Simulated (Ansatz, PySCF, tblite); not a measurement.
Dissociation curve of SMILES CO. The C1–O5 bond (C1 also carries H, H, H; O5 carries H) is pulled apart rigidly from the PBE0/def2-TZVP optimised geometry.

```
6

C      0.0000     0.0000     0.0000
H      0.0000     1.0425    -0.3195
H      0.8912    -0.4844    -0.4178
H     -0.8912    -0.4844    -0.4179
O      0.0000     0.0000     1.4091
H     -0.0007    -0.9096     1.7135
```

UHF/cc-pVDZ (PySCF); CASSCF(2,2)/cc-pVDZ (PySCF); UKS-PBE = Ansatz (a quantum-chemistry and plane-wave program) with unrestricted PBE/cc-pVDZ; GFN2-xTB, 300 K electronic temperature (tblite).

Energies are in kJ/mol, each relative to the lowest point of its own curve near equilibrium.

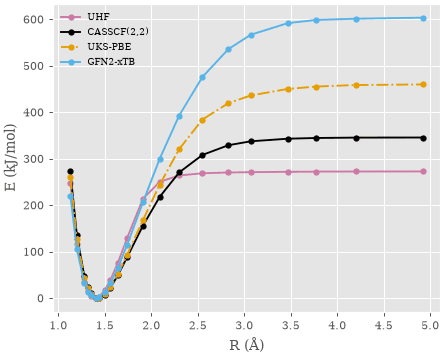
Fig. 1. Energy against bond length for each method.

```tsv
R / Å	UHF	CASSCF(2,2)	UKS-PBE	GFN2-xTB
1.13	248.3	272.3	259.5	220.2
1.20	116.4	135.2	127.8	104.6
1.28	35.0	47.3	43.9	32.8
1.32	14.0	22.8	20.7	13.9
1.35	4.9	10.9	9.6	5.4
1.41	0.0	0.2	0.0	0.0
1.44	2.9	0.0	0.2	2.0
1.50	16.7	7.3	8.1	13.3
1.56	38.4	22.0	23.4	32.0
1.64	75.3	48.6	51.1	65.0
1.74	128.8	87.7	92.3	114.1
1.91	213.3	155.5	167.5	205.5
2.09	249.9	217.5	243.5	299.2
2.30	263.7	270.2	320.4	392.6
2.55	268.4	307.9	384.0	475.6
2.83	270.1	328.8	419.4	535.7
3.07	270.8	337.2	435.8	566.6
3.47	271.6	342.8	449.9	591.6
3.77	271.9	344.3	455.0	598.3
4.20	272.2	345.2	458.4	601.1
4.92	272.3	345.4	459.6	603.3
```

At the longest distance, 4.92 Å, GFN2-xTB lies highest above its minimum (603.3 kJ/mol) and UHF lowest (272.3 kJ/mol).

The unrestricted determinant behind UHF is spin-contaminated at 1.91 to 4.92 Å (<S²> up to 1.0, against 0.00 for a pure singlet). The unrestricted determinant behind UKS-PBE is spin-contaminated at 2.55 to 4.92 Å (<S²> up to 1.0, against 0.00 for a pure singlet).
